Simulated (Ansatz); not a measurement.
## Electronic structure of BFGa$_{2}$O in real space

```xyz
5

B    -0.3418    0.9216    0.6273
F    -1.2809    1.8805    0.7604
Ga   -1.4315   -1.8010   -0.6085
Ga    1.8528    1.0137    1.1619
O    -0.7207   -0.2637    0.1116
```

Geometry: B3LYP-D3(BJ)/def2-SVP.

Computed with isolated molecule in a Gaussian basis; Kohn-Sham density functional theory, functional PBE0 in Ansatz 0.2.0.

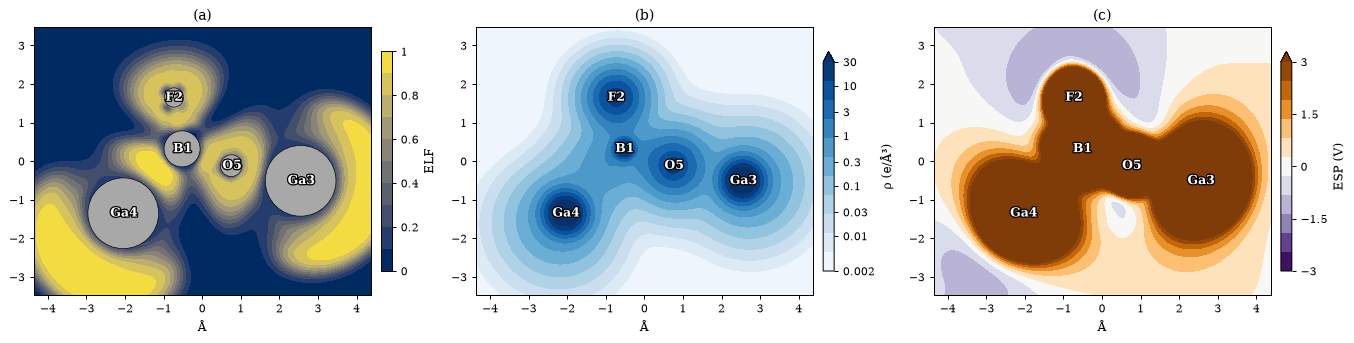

Figure 1. (a) electron localisation function; (b) electron density; (c) molecular electrostatic potential on the molecular plane. Grey discs cover the atomic cores in the ELF map.

> What do the fields say about this system?

Atoms in the plane: B, F, Ga and O. B–O (1.35 Å): ρ at the midpoint is about 2.1 e/Å³; the ELF peaks at about 0.90 between the atoms: a polar covalent bond. B–F (1.35 Å): ρ is about 2.1 e/Å³ halfway; the ELF peaks at about 0.85 between the atoms (a shared but strongly polarised pair). Ga–O (1.84 Å): the density is about 0.75 e/Å³ at the midpoint; the ELF peaks at about 0.85 in the valence shell of O, 0.6 Å from its nucleus, and is about 0.20 at the midpoint. Ga–B (2.26 Å): ρ at the midpoint is about 0.54 e/Å³; the ELF peaks at about 1 in the valence shell of B, 0.8 Å from its nucleus, and is about 0.80 at the midpoint. The ELF also peaks beside O5 and F2, away from the bonds: lone-pair regions. Outside the dense part of the molecule the potential is most negative (−1.3 V) near F2.

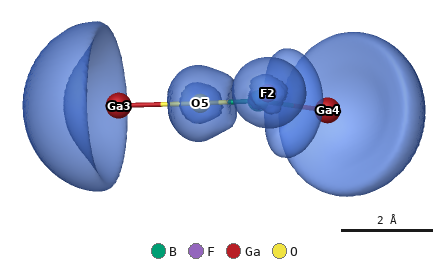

Figure 2. Isosurface of the electron localisation function at 0.75 (blue), seen from one side. Only the valence region is drawn (cores and ρ < 0.01 e/Å³ removed).

> Describe the localisation domains.

At this value the surface marks out one lobe of the valence shell of B pointing towards Ga (polar bonds), one region on F in which the atom's valence shell and bonds are merged, one region on O in which the atom's valence shell and bonds are merged and two lobes on Ga, pointing away from the bonds (lone pairs).

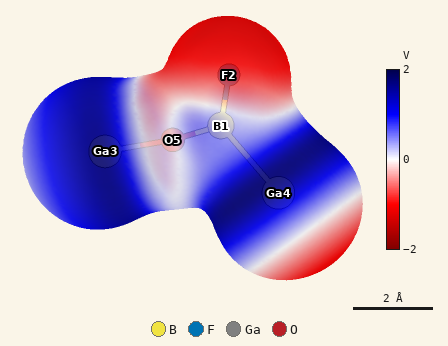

Figure 3. The electrostatic potential painted on the density surface at 0.002 e/bohr³, seen at a tilt; the colour scale runs from red (negative) to blue (positive).

> Describe the electrostatic potential map.

The most negative region (about −1.2 V) lies over F2, the most positive (about +1.8 V) over Ga3 and Ga4.

> What dipole moment does the calculation give?

Its dipole moment is 2.40 D.
